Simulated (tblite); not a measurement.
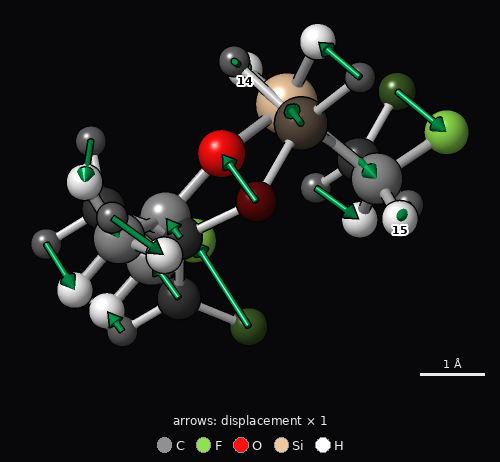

A relaxation of C$_{4}$H$_{8}$F$_{2}$OSi. The starting structure is drawn faded, the final one solid; green arrows show the displacements, at their true length. The two geometries are superimposed by the best rigid fit.

The picture is a ball-and-stick view, seen from a free direction.

Theory: tblite, GFN2-xTB geometry optimisation, gas phase. 

Q: What did the optimiser do to the structure, and how much energy did it gain?

A: After 191 geometry steps the energy has fallen by 8.06 kcal/mol. An F atom moves most after the best rigid fit: 1.81 Å. By element the largest moves are F 1.81 Å, H 1.39 Å, O 1.03 Å, C 0.81 Å, Si 0.67 Å. Some distances before and after: C–Si 1.852 → 1.920 Å, C–O 1.397 → 1.345 Å, H–Si 1.496 → 1.456 Å, O–Si 1.671 → 1.636 Å. Bond angles that change, for instance: C–O–Si 119.3° → 135.3°, O–Si–H 107.0° → 97.4°, H–Si–H 105.8° → 115.2°. Groups turn about C–O by about 80°.
